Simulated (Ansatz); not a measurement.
# Geometry relaxation of CH$_{7}$GaO (part 2 of 2)

Continued. System: CH$_{7}$GaO. Method: RKS B3LYP-D4/def2-SVP (Ansatz 0.2.0). The input holds or restrains some coordinates. It belongs to a series of runs on one base structure; here: pulled along the bonds that form and break, towards end A.

Geometry of the input (Å):
```
Ga 0.0000  0.0000  0.0000
H  0.0000  0.0000  1.9200
H  1.3596  0.0000  -0.7850
C  -1.7147  0.0000  -0.9900
H  -2.2748  -0.9305  -0.7608
H  -2.3188  0.8797  -0.6846
H  -1.5130  0.0508  -2.0803
O  0.0874  -1.9815  0.6590
H  -0.4591  -2.5661  0.0429
H  0.0441  -1.0002  1.8157
```

## Trajectory as extended XYZ, continued
```
10
Properties=species:S:1:pos:R:3:forces:R:3 step=5 energy=-55567.99106
Ga    0.0572    0.3005   -0.0234   -2.5252  -0.5604   0.9647
H     0.0134    0.3000    1.5510   -0.0100   0.2405   0.1939
H     1.3062    0.2114   -0.7187    2.2866   0.1010  -1.2614
C    -1.7035    0.0845   -0.9814    0.3005   0.0677   0.0906
H    -2.1941   -0.8730   -0.7091    0.1289   0.1842   0.0352
H    -2.4120    0.8960   -0.7368    0.0524  -0.0776  -0.0146
H    -1.5235    0.0799   -2.0679   -0.1161   0.0139  -0.0033
O     0.1042   -2.4531    1.0628    0.0431   0.4771  -0.3718
H    -0.4289   -2.5116    0.2360    0.2251   0.4565   1.0694
H    -0.0082   -1.5824    1.5245   -0.3852  -0.9030  -0.7028
10
Properties=species:S:1:pos:R:3:forces:R:3 step=6 energy=-55568.23369
Ga    0.0471    0.3048   -0.0523   -0.2604  -0.5083  -0.0767
H    -0.0040    0.2414    1.5192   -0.0130   0.2335   0.2281
H     1.4142    0.3499   -0.7937    0.1682   0.1642  -0.0841
C    -1.7014    0.1162   -1.0017    0.1753  -0.0436   0.0005
H    -2.1571   -0.8490   -0.7079    0.0136   0.0827  -0.0324
H    -2.4252    0.9045   -0.7325    0.0823  -0.0132   0.0225
H    -1.5619    0.1157   -2.0940   -0.0705   0.0000   0.0247
O     0.2147   -2.4595    1.0636   -1.7180   1.2584  -0.7868
H    -0.5064   -2.6312    0.3762    1.2064   0.2861   1.4320
H    -0.1093   -1.6407    1.5601    0.4160  -1.4598  -0.7278
10
Properties=species:S:1:pos:R:3:forces:R:3 step=7 energy=-55568.32996
Ga    0.0652    0.3163   -0.0661   -0.0663  -0.3502  -0.0654
H     0.0324    0.2421    1.5108   -0.0593   0.1273   0.1743
H     1.4478    0.5167   -0.7652    0.0559   0.0899  -0.0911
C    -1.6788    0.0980   -0.9976    0.0572  -0.0862   0.0113
H    -2.1481   -0.8448   -0.6604    0.0321   0.0427  -0.0440
H    -2.3856    0.9027   -0.7352    0.0579   0.0500   0.0160
H    -1.5723    0.0639   -2.0918   -0.0222   0.0005   0.0018
O     0.1825   -2.4621    1.0124   -0.6234   1.1216  -0.1034
H    -0.5908   -2.7621    0.5016    0.2119  -0.0132   0.1981
H    -0.1415   -1.6184    1.4283    0.3563  -0.9824  -0.0977
10
Properties=species:S:1:pos:R:3:forces:R:3 step=8 energy=-55568.37354
Ga    0.1001    0.3508   -0.0903   -0.0909  -0.4249  -0.0497
H     0.0706    0.1961    1.4816   -0.0068   0.1776   0.1866
H     1.4484    0.7131   -0.8001    0.0308   0.0415  -0.0349
C    -1.6425    0.0756   -1.0002   -0.0281  -0.0422   0.0406
H    -2.0799   -0.8773   -0.6498    0.0488   0.0586  -0.0574
H    -2.3569    0.8662   -0.7141    0.0257   0.0413  -0.0184
H    -1.5676    0.0484   -2.0968   -0.0027   0.0036  -0.0048
O     0.1210   -2.4491    0.9266   -0.6568   0.8602   0.1245
H    -0.7314   -2.8133    0.6190    0.3753   0.1265   0.1346
H    -0.1511   -1.6583    1.4610    0.3048  -0.8422  -0.3212
10
Properties=species:S:1:pos:R:3:forces:R:3 step=9 energy=-55568.39651
Ga    0.0734    0.3180   -0.0989   -0.0694  -0.3560  -0.0664
H     0.0513    0.1553    1.4698   -0.0030   0.1572   0.2222
H     1.4096    0.7408   -0.8057    0.0250  -0.0115  -0.0102
C    -1.6611    0.1029   -1.0336    0.0469  -0.0085  -0.0269
H    -2.1528   -0.8364   -0.7369    0.0262  -0.0588   0.0355
H    -2.3379    0.9181   -0.7284   -0.0169   0.0638  -0.0625
H    -1.5563    0.1086   -2.1288   -0.0378   0.0544   0.0098
O     0.1543   -2.4705    0.9303   -0.1116   0.8706   0.2568
H    -0.7038   -2.8780    0.7518   -0.0647  -0.0267  -0.0185
H    -0.0661   -1.7066    1.5174    0.2053  -0.6847  -0.3399
10
Properties=species:S:1:pos:R:3:forces:R:3 step=10 energy=-55568.39111 accepted=F
Ga    0.0335    0.2986   -0.0800    0.0290  -0.3420  -0.1388
H     0.0058    0.1278    1.4890   -0.0156   0.1543   0.2042
H     1.3858    0.6989   -0.7784   -0.0008  -0.0142   0.0283
C    -1.6799    0.1162   -1.0589    0.0291   0.0503   0.0046
H    -2.1826   -0.8203   -0.7701   -0.0376  -0.0082  -0.0025
H    -2.3486    0.9476   -0.7770   -0.0299  -0.0088   0.0022
H    -1.5558    0.1307   -2.1523    0.0230  -0.0132   0.0251
O     0.1811   -2.5036    0.9100   -0.4484   1.1166   0.5606
H    -0.7449   -2.7958    0.7884    0.4706   0.2116   0.1525
H     0.1163   -1.7478    1.5663   -0.0194  -1.1462  -0.8363
10
Properties=species:S:1:pos:R:3:forces:R:3 step=11 energy=-55568.40288
Ga    0.0474    0.3087   -0.0903    0.0130  -0.3411  -0.1037
H     0.0312    0.1328    1.4776   -0.0276   0.1626   0.2147
H     1.3969    0.7139   -0.7883    0.0008  -0.0097   0.0044
C    -1.6754    0.1181   -1.0501    0.0175   0.0333  -0.0023
H    -2.1731   -0.8191   -0.7539   -0.0150  -0.0106   0.0025
H    -2.3479    0.9456   -0.7659   -0.0104   0.0023  -0.0065
H    -1.5590    0.1262   -2.1440    0.0066  -0.0006   0.0070
O     0.1780   -2.4869    0.9249   -0.2075   0.8314   0.2691
H    -0.7073   -2.8577    0.7852    0.0855   0.0438   0.0277
H     0.0200   -1.7295    1.5417    0.1372  -0.7114  -0.4129
10
Properties=species:S:1:pos:R:3:forces:R:3 step=12 energy=-55568.40564
Ga    0.0222    0.2962   -0.0842    0.0198  -0.3279  -0.1303
H    -0.0075    0.1178    1.4827   -0.0173   0.1409   0.2270
H     1.3832    0.6912   -0.7698   -0.0157  -0.0174   0.0167
C    -1.6906    0.1374   -1.0666    0.0060   0.0412  -0.0230
H    -2.2144   -0.7901   -0.7829   -0.0032   0.0174   0.0015
H    -2.3497    0.9818   -0.7979    0.0018  -0.0254   0.0025
H    -1.5506    0.1461   -2.1582   -0.0005  -0.0126   0.0183
O     0.2031   -2.5064    0.9080   -0.3236   0.8520   0.3686
H    -0.6987   -2.8708    0.8608    0.2593   0.1230   0.0201
H     0.1136   -1.7510    1.5449    0.0735  -0.7913  -0.5016
10
Properties=species:S:1:pos:R:3:forces:R:3 step=13 energy=-55568.40972
Ga    0.0081    0.2851   -0.0843    0.0409  -0.3240  -0.0987
H    -0.0323    0.1006    1.4822   -0.0252   0.1547   0.2248
H     1.3797    0.6618   -0.7564   -0.0090  -0.0084   0.0048
C    -1.7008    0.1515   -1.0750    0.0081   0.0023  -0.0120
H    -2.2435   -0.7618   -0.7817   -0.0107   0.0046  -0.0020
H    -2.3464    1.0094   -0.8189    0.0004  -0.0006   0.0020
H    -1.5552    0.1426   -2.1654   -0.0019  -0.0034   0.0049
O     0.2309   -2.5090    0.9195   -0.0857   0.8428   0.2791
H    -0.6653   -2.8713    0.8633    0.0081   0.0059   0.0088
H     0.1355   -1.7566    1.5537    0.0750  -0.6740  -0.4117
```

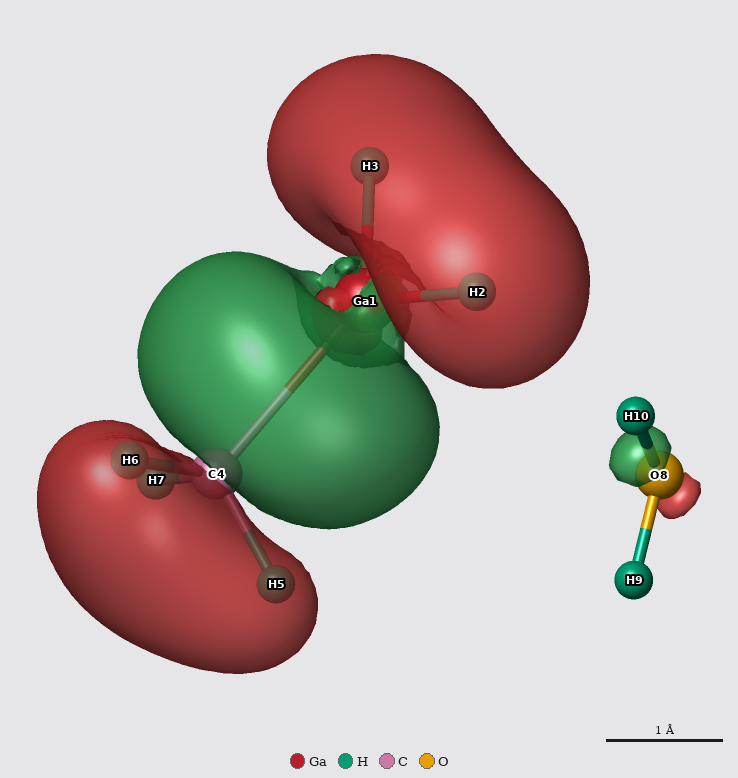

Fig. 1: The HOMO at ±0.08 Å⁻³ᐟ² (green and red are the two phases), seen face on. Its weight (Hirshfeld) is mainly on C4 (40 %), Ga1 (30 %), H3 (10 %) and H2 (10 %). Its energy is −7.76 eV.

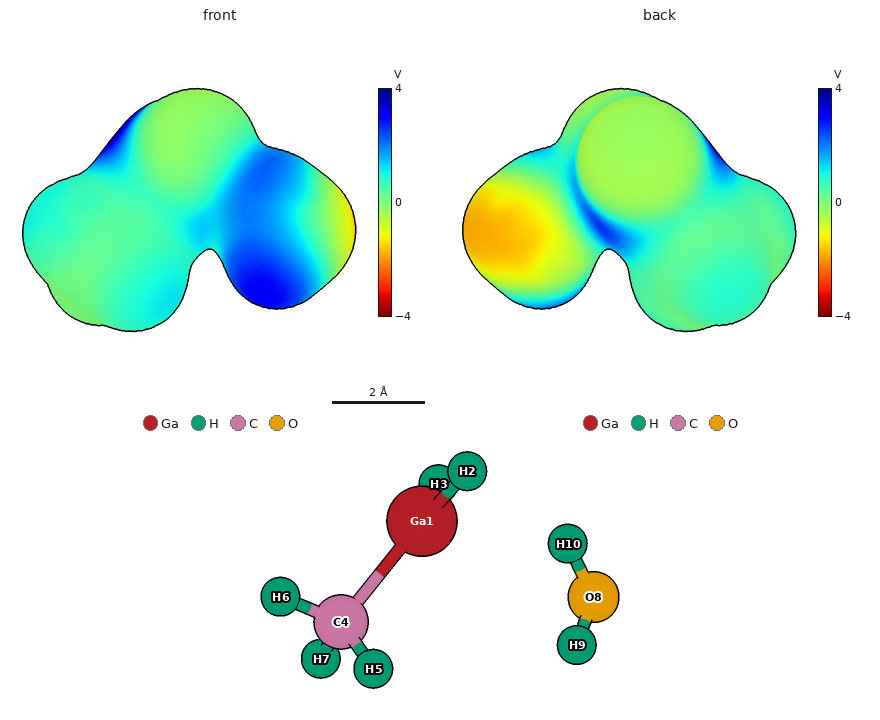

Fig. 2: The electrostatic potential painted on the density surface at 0.004 e/bohr³, seen at a tilt and from behind; the colour scale runs from red (negative) to blue (positive). The bare structure is drawn below in the same view.

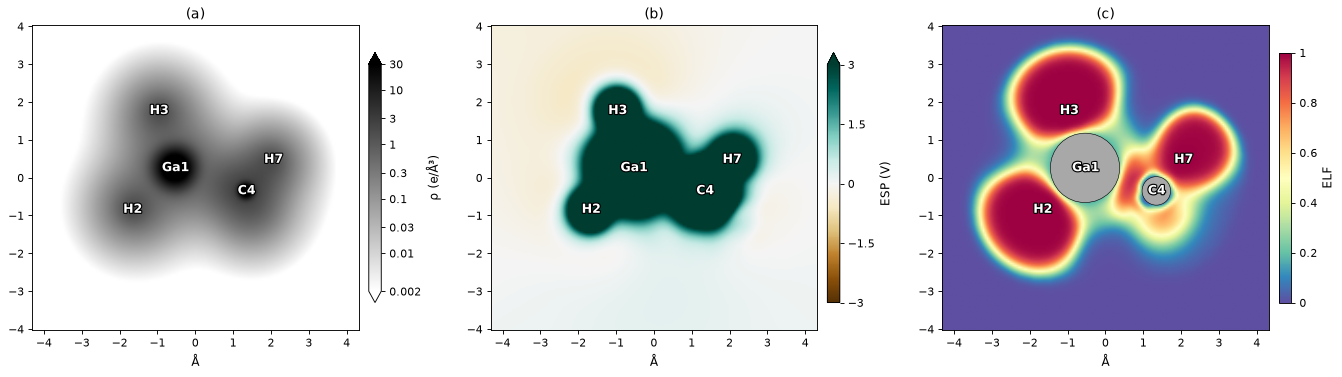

Fig. 3: (a) total electron density; (b) molecular electrostatic potential; (c) ELF on the plane of atoms H2, Ga1 and C4. Grey discs, where drawn, cover atomic cores. Ga–H (1.57 Å): ρ at the midpoint is about 0.96 e/Å³, with its minimum of 0.77 e/Å³ about 0.9 Å from Ga; the ELF climbs to about 1 towards the hydrogen.

## Summary

```csv
quantity,value
outcome,converged under the restraints of the input
total energy,−55568.4100 eV
mean-field energy,−55568.1906 eV
"largest force (length of the vector) at the end, held atoms and coordinates included",0.892 eV/Å
wall time,33 s (CPU time 63 s)
peak memory,0.2 GiB
```
